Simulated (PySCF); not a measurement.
## NMR shielding calculation, with input and output: C$_{4}$H$_{13}$BSi

- system: C$_{4}$H$_{13}$BSi
- method: GIAO PBE0/pcSseg-1 NMR shielding, non-relativistic, gas phase (PySCF 2.14.0)

The geometry comes from this level: GFN2-xTB. Figures and captions count atoms from 1; the log counts them from 0 in places.

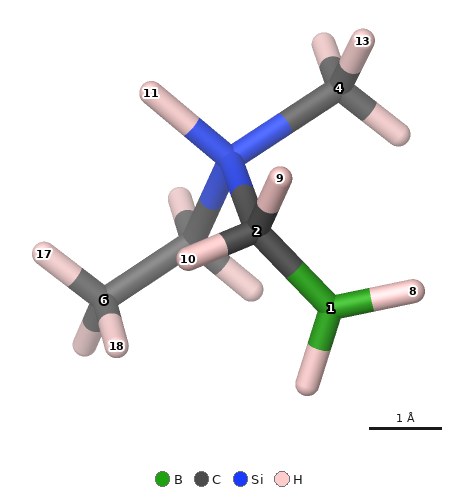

The structure (stick view, seen at a tilt; atoms are numbered from 1 in the order of the input).

Key numbers:

| quantity | value |
| --- | --- |
| outcome | converged |
| total energy | −474.199327 hartree |
| HOMO | −8.24 eV |
| LUMO | −1.18 eV |
| dipole moment | 0.69 D |
| isotropic shielding, B | 14.8 ppm |
| isotropic shielding, C | 158.1 to 187.9 ppm |
| isotropic shielding, Si | 361.3 ppm |
| isotropic shielding, H | 23.8 to 31.7 ppm |
| hardware | 1 CPU thread, shared host |
| wall time | 56 s |
| peak memory | 0.8 GiB |

Input file:
```
{"job": {"kind": "nmr", "xc": "PBE0", "basis": "pcSseg-1"}, "charge": 0, "multiplicity": 1}
B     -1.423395    -1.773532     0.274842
C     -0.906138    -0.979847    -0.945698
Si    -0.144964     0.684066    -0.337714
C     -1.492688     1.815063     0.384509
C      1.201208     0.392836     0.984028
C      2.356426    -0.474929     0.495286
H     -0.720197    -2.523302     0.837567
H     -2.513211    -1.609538     0.672622
H     -1.686710    -0.708649    -1.654566
H     -0.117786    -1.488954    -1.497461
H      0.461502     1.337881    -1.518252
H     -1.952980     1.371548     1.262633
H     -2.280889     2.001201    -0.338143
H     -1.083388     2.777228     0.676997
H      0.753802    -0.080882     1.860134
H      1.597613     1.352287     1.321278
H      2.836636    -0.023797    -0.369970
H      1.997514    -1.460766     0.211400
H      3.107844    -0.598663     1.273609
```

The first line tells a small driver script what to run in PySCF; the rest is the geometry in Å.

Launched with:
```bash
OMP_NUM_THREADS=1 python <driver script> task.json out
```

Log:
```
coarse grid: 15120 points
cycle   1  E = -474.0933293707  dE =  1.259e-01  |g| = 5.230e-01  |ddm| = 3.619e+00
cycle   2  E = -474.0787677380  dE =  1.456e-02  |g| = 5.758e-01  |ddm| = 8.898e-01
cycle   3  E = -474.1654710378  dE = -8.670e-02  |g| = 2.797e-02  |ddm| = 4.936e-01
cycle   4  E = -474.1656464348  dE = -1.754e-04  |g| = 1.389e-02  |ddm| = 4.466e-02
cycle   5  E = -474.1656942714  dE = -4.784e-05  |g| = 3.894e-03  |ddm| = 1.592e-02
cycle   6  E = -474.1656982064  dE = -3.935e-06  |g| = 6.678e-04  |ddm| = 3.974e-03
final grid: 137808 points
cycle   7  E = -474.1993082147  dE = -3.619e-05  |g| = 8.377e-03  |ddm| = 2.443e-02
cycle   8  E = -474.1993029068  dE =  5.308e-06  |g| = 9.572e-03  |ddm| = 1.465e-02
cycle   9  E = -474.1993265552  dE = -2.365e-05  |g| = 3.552e-04  |ddm| = 7.742e-03
cycle  10  E = -474.1993265808  dE = -2.569e-08  |g| = 1.322e-04  |ddm| = 4.038e-04
cycle  11  E = -474.1993265851  dE = -4.250e-09  |g| = 3.871e-05  |ddm| = 1.368e-04
cycle  12  E = -474.1993265855  dE = -3.613e-10  |g| = 7.986e-06  |ddm| = 4.107e-05
```

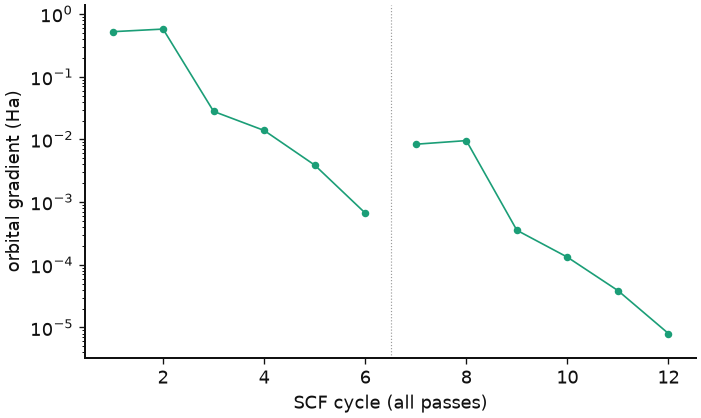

Convergence of the self-consistent field: orbital gradient against the SCF cycle. The dotted line marks the change from a coarse to the final integration grid. The first 6 cycles use a coarse grid, the final grid takes over at cycle 7, and the field converges after 12 cycles in all.

```
converged SCF energy = -474.1993265855

GIAO shielding tensors (ppm)
atom      isotropic    diamagn.    paramagn.     s11        s22        s33       span
  0 B       14.842     193.262    -178.420    -71.533    -21.038    137.095    208.627
  1 C      158.102     258.115    -100.013    108.999    169.008    196.298     87.298
  2 Si     361.280     881.956    -520.676    324.156    369.240    390.445     66.289
  3 C      187.852     254.375     -66.524    183.086    188.376    192.094      9.008
  4 C      174.157     254.870     -80.713    170.164    172.630    179.678      9.515
  5 C      176.205     247.390     -71.185    168.709    172.118    187.787     19.078
  6 H       23.817      30.853      -7.036     15.360     26.215     29.875     14.515
  7 H       23.874      30.622      -6.748     15.758     26.321     29.542     13.783
  8 H       29.757      31.927      -2.170     26.422     27.627     35.223      8.801
  9 H       29.511      33.201      -3.690     25.828     28.288     34.417      8.589
 10 H       27.079      31.067      -3.988     24.434     25.312     31.491      7.057
 11 H       31.657      32.163      -0.507     27.582     29.537     37.851     10.270
 12 H       31.387      30.684       0.703     26.975     28.632     38.554     11.579
 13 H       31.624      30.748       0.875     26.914     29.061     38.896     11.981
 14 H       31.324      33.823      -2.499     27.467     30.073     36.433      8.966
 15 H       31.022      32.316      -1.294     25.612     30.266     37.189     11.578
 16 H       30.720      30.336       0.384     26.336     28.950     36.874     10.538
 17 H       30.433      31.558      -1.124     25.642     29.729     35.930     10.289
 18 H       30.272      28.492       1.780     25.139     27.599     38.078     12.940
```

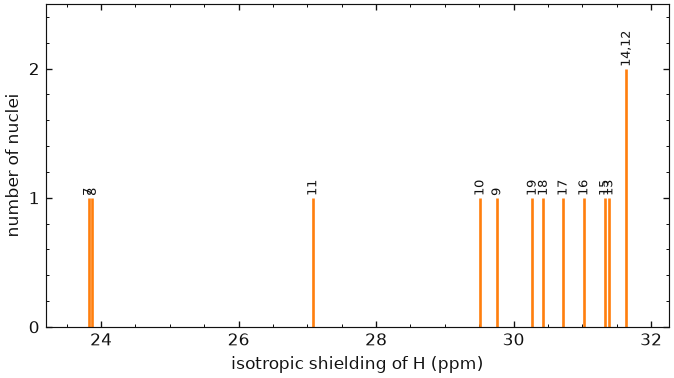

Isotropic shieldings of the hydrogen nuclei in this fixed geometry, labelled by atom number; shielding grows to the right, so chemical shift grows to the left. The least shielded is H7 (23.8 ppm), the most shielded H12 (31.7 ppm).

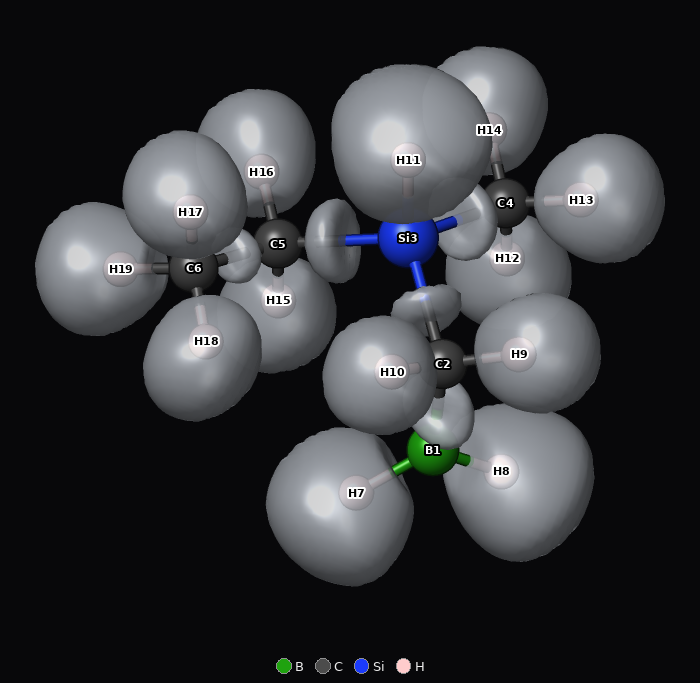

Isosurface of the ELF at 0.85 (grey), seen at an oblique angle. Core shells and regions of very low density are left out. The ELF exceeds this value in one region between bonded B–C atoms (shared pairs), one region between bonded C–C atoms (shared pairs), three regions between bonded C–Si atoms (shared pairs) and 13 regions around hydrogen nuclei. Along the contacts the grid gives the following. C–C (1.53 Å): the ELF peaks at about 0.95 between the atoms (a covalent bond).

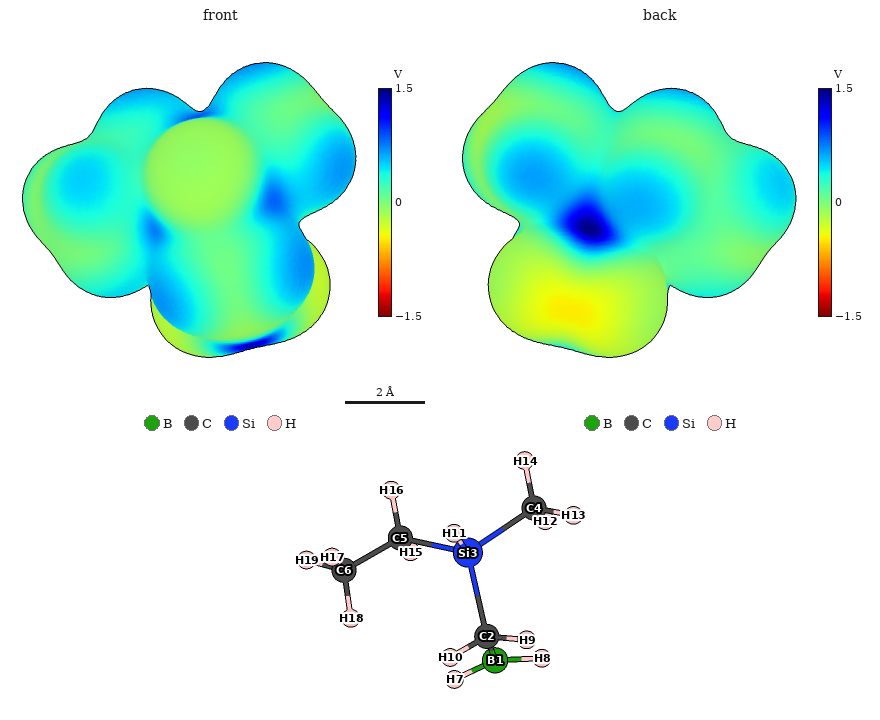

The molecular electrostatic potential painted on the density surface at 0.002 e/bohr³, seen face on and from behind; the colour scale runs from red (negative) to blue (positive). The bare structure is drawn below in the same view. Its dipole moment is 0.69 D.

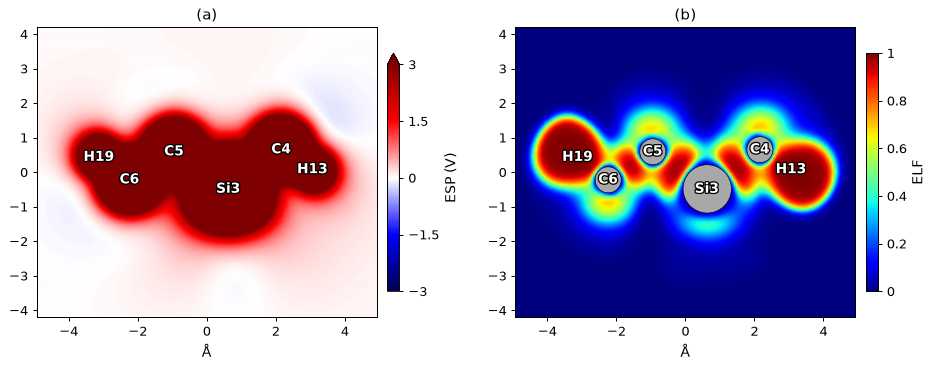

(a) electrostatic potential; (b) ELF on the plane of atoms C5, C6 and H19. Grey discs, where drawn, cover atomic cores. The section cuts through Si, C and H sites. C–Si (1.90 Å): the ELF peaks at about 0.95 between the atoms (localised, shared-pair bonding). C–H (1.09 Å): the ELF climbs to about 1 towards the hydrogen, as it does in any bond to H (a covalent bond by its length). The potential has no marked negative region in this plane.
